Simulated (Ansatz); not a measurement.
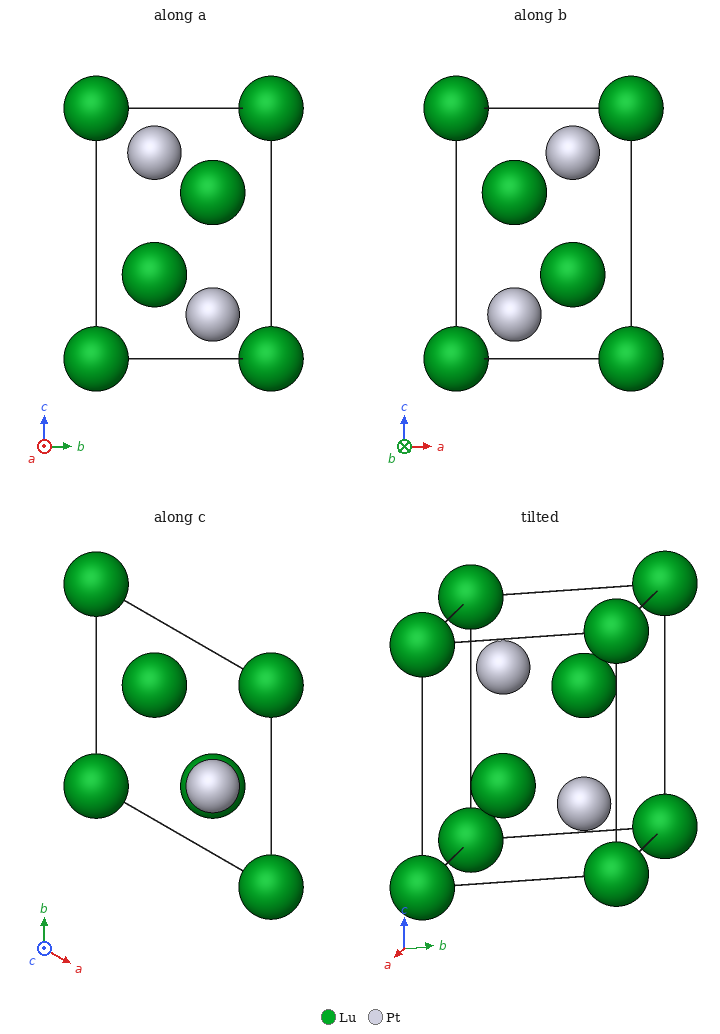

Shown here is a spheres-only view of the crystal, taken along the a axis, along the b axis, along the c axis and slightly off an axis. The conventional unit cell is drawn as a box.

Lattice parameters: a = 4.780 Å, b = 4.780 Å, c = 5.930 Å, α = 90.00°, β = 90.00°, γ = 120.00°.

**Write down what is shown as a table of Wyckoff sites, with free fractional coordinates to two decimals.**

Space group P-3m1 (No. 164).
| atom | site | x | y | z |
| --- | --- | --- | --- | --- |
| Lu | 1a | 0.00 | 0.00 | 0.00 |
| Lu | 2d | 0.3333 | 0.6667 | 0.66 |
| Pt | 2d | 0.3333 | 0.6667 | 0.18 |

Starting structure: a structure type filled with these elements by a generator (whether the compound takes this form wasn't checked). Atoms and cell were optimised with DFT PBE, scalar-relativistic, plane waves, PAW in Ansatz 0.2.0.
